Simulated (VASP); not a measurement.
Data:

```
CELL_PARAMETERS angstrom
      3.22676     0.00000     0.00000
      0.00000     3.22676     0.00000
      0.00000     0.00000     3.22676
ATOMIC_POSITIONS crystal
  Rh 0.00000 0.00000 0.00000
  Zr 0.50000 0.50000 0.50000
```

Computed with LDA (Ceperley-Alder, Perdew-Zunger), VASP's LDA PAW potentials (set 64) (plane waves; VASP). Numerical set-up: 400 eV cut-off, 13×13×13 Γ-centred mesh, tetrahedra with Blöchl corrections, potentials Rh_pv Zr_sv.

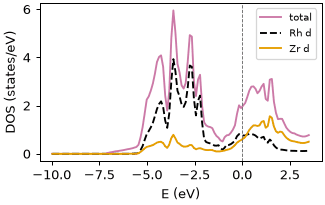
Figure. Total and projected density of states, zero at the Fermi level

Within 2 eV below the Fermi level the largest weight inside VASP's projection spheres is Rh d, then Zr d.

It has no gap at this level: it comes out as a metal or semimetal.

The structure comes from a measured ZrRh entry (Pm-3m) of the Crystallography Open Database, whose conditions weren't checked. It was relaxed first. The electron count is odd and the run is not spin-polarised, which forces a metal.
